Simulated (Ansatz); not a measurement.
Input

```
crystal:
  periodic: [false, false, false]
  atoms:
    - { symbol: C, position_ang: [-0.9836, -1.6695, 0.1884] }
    - { symbol: O, position_ang: [-0.4377, -0.3804, 0.508] }
    - { symbol: C, position_ang: [0.3217, 0.3425, -0.4064] }
    - { symbol: O, position_ang: [0.77736, 1.50915, -0.19301] }
    - { symbol: Al, position_ang: [0.56253, -0.35575, -2.23078] }
    - { symbol: H, position_ang: [-0.2468, -2.3503, -0.083] }
    - { symbol: H, position_ang: [-1.5791, -1.9956, 1.0534] }
    - { symbol: H, position_ang: [-1.6864, -1.4801, -0.6887] }
    - { symbol: H, position_ang: [-0.0979, -1.82158, -2.64495] }
    - { symbol: H, position_ang: [1.37681, 0.43824, -3.32125] }
basis:
  gaussian: { orbitals: "6-31G*" }
hamiltonian:
  xc: pbe0
  dispersion: d4
relax:
  f_tol: 0.015
  max_steps: 40
output:
  orbitals: {}
```

Launched as:

```sh
ansatz run input.yaml --threads 1 --pin off --max-ram 2048MiB --backend cpu --events-out ev --progress --plain --runs-dir out
```

The fields are those of the relaxed geometry.

The calculation used RKS PBE0-D4/6-31G* (Ansatz 0.2.0).

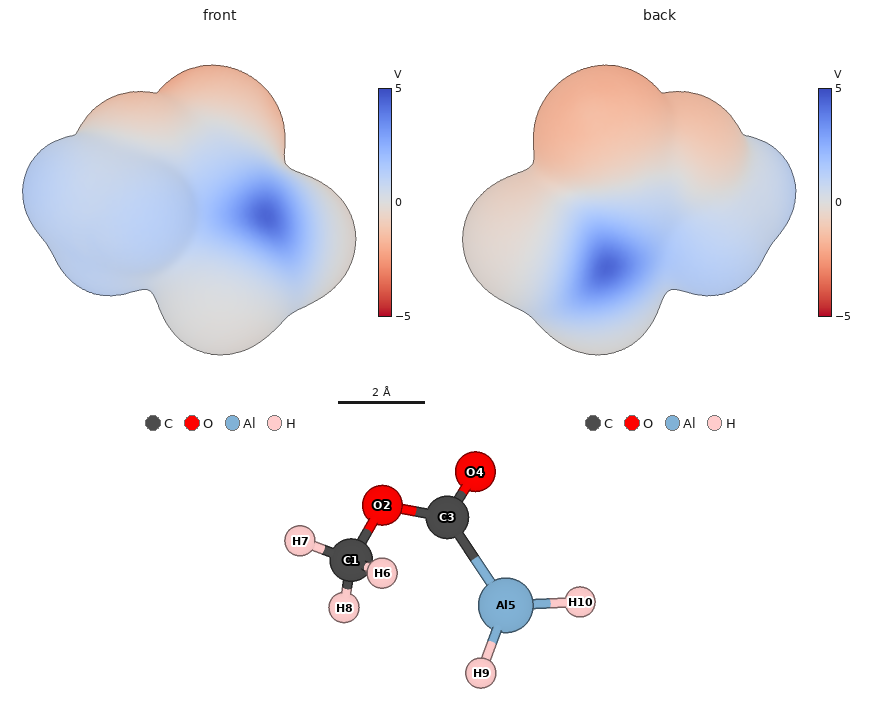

C2H5AlO2 (SMILES CO[C](=O)[AlH2]). The molecular electrostatic potential painted on the density surface at 0.002 e/bohr³, seen from the front and from behind; the colour scale runs from red (negative) to blue (positive). The bare structure is drawn below in the same view.

Describe the electrostatic potential map.

Answer. The most negative region (about −1.8 V) lies over O4, the most positive (about +4.2 V) over Al5. O4 is the likeliest acceptor of a hydrogen bond.
